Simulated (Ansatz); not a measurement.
The starting structures come from a database of crystals and need not be the phases stable at ambient conditions.

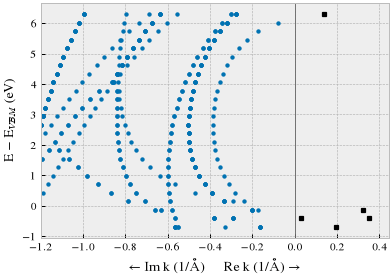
Figure. Complex bands at the centre of the two-dimensional zone; Ansatz (a program for electronic structure) with r2SCAN

The gap is the functional's own, uncorrected, and κ follows it; spin-orbit coupling is left out. Mid-gap values are interpolated between the computed energies.

This is CsMgCl$_{3}$ (P6_3/mmc, not sure to be the ambient phase, 10 atoms a cell, 28.5 Å³ an atom) along the normal of (001). Read off the slowest decay at the centre of the two-dimensional zone at 2.94 eV, the computed energy nearest the middle of the gap.

κ ≈ 0.39 1/Å, a decay length 1/(2κ) of the density of 1.3 Å.
